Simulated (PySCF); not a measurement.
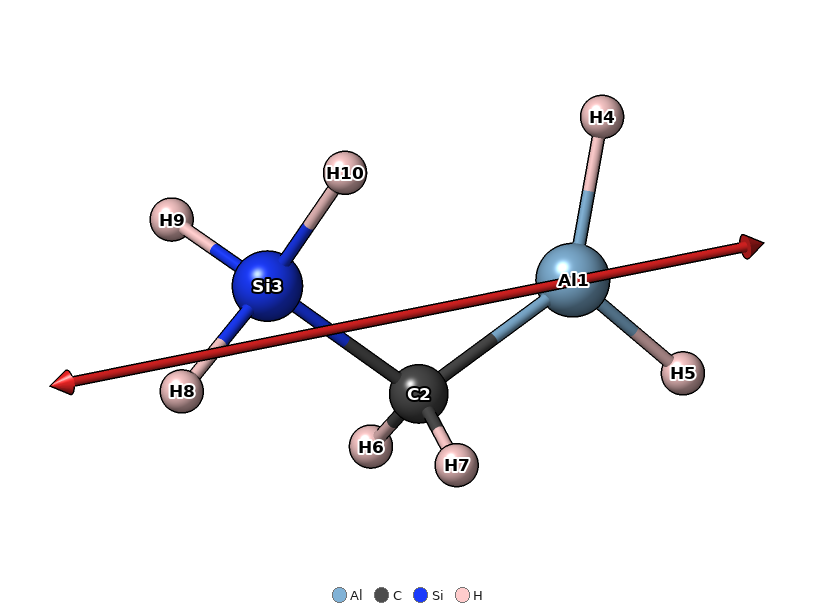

The double arrow shows the direction of the transition dipole to excited singlet state 4 (its length means nothing). Geometry: a frame of a GFN2-xTB molecular-dynamics simulation, not a minimum. Properties computed with TDDFT PBE0/def2-SVPD, vertical, gas phase, core orbitals frozen in the response (PySCF 2.14.0).

Where does the transition lie, and how strong is it?

Answer. 6.49 eV (191 nm), oscillator strength 0.042, mainly HOMO → LUMO+1 (weight 0.98); transition dipole 1.30 D.
